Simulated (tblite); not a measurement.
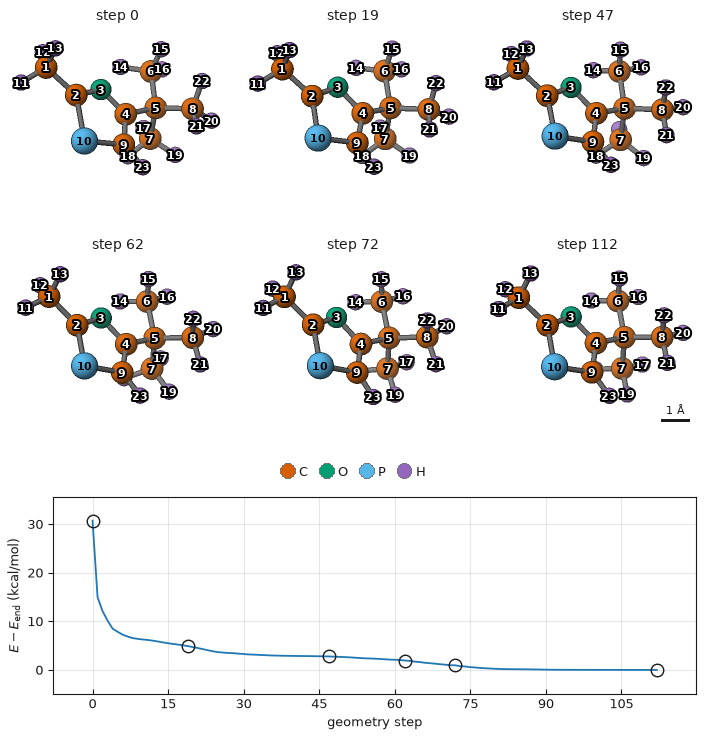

Frames of a relaxation of C₈H₁₃OP, marked on the history of the run. A ball-and-stick model, seen at a tilt.

These are results of GFN2-xTB geometry optimisation, gas phase (tblite), not measurements. 

Q: What happens along the run?

A: The atom that moves furthest after the best rigid fit is H17 (1.11 Å). Largest moves by element: H 1.11 Å, C 0.15 Å, P 0.13 Å, O 0.07 Å. Among the contacts that change: C2–P10 1.880 → 1.716 Å, C2–O3 1.261 → 1.344 Å, C9–P10 1.824 → 1.765 Å, C5–C8 1.482 → 1.534 Å. Bond angles that change, for instance: C2–O3–C4 119.6° → 112.3°, C5–C8–H21 117.7° → 110.6°, O3–C2–P10 108.0° → 114.9°. Groups turn about C5–C7 by about 60°, C5–C8 by about 30°, C1–C2 by about 25°. The energy falls by 30.7 kcal/mol in 112 geometry steps. Cost: 1.1 s on 1 thread of Arm Neoverse V1, on a shared host. From step 0 to 19: H14 moves most (0.30 Å), energy −25.8 kcal/mol. From step 19 to 47: H22 moves most (0.38 Å), energy −2.12 kcal/mol. From step 47 to 62: H17 moves most (0.42 Å), energy −0.83 kcal/mol. From step 62 to 72: H17 moves most (0.46 Å), energy −0.98 kcal/mol. From step 72 to 112: H21 moves most (0.27 Å), energy −0.96 kcal/mol.
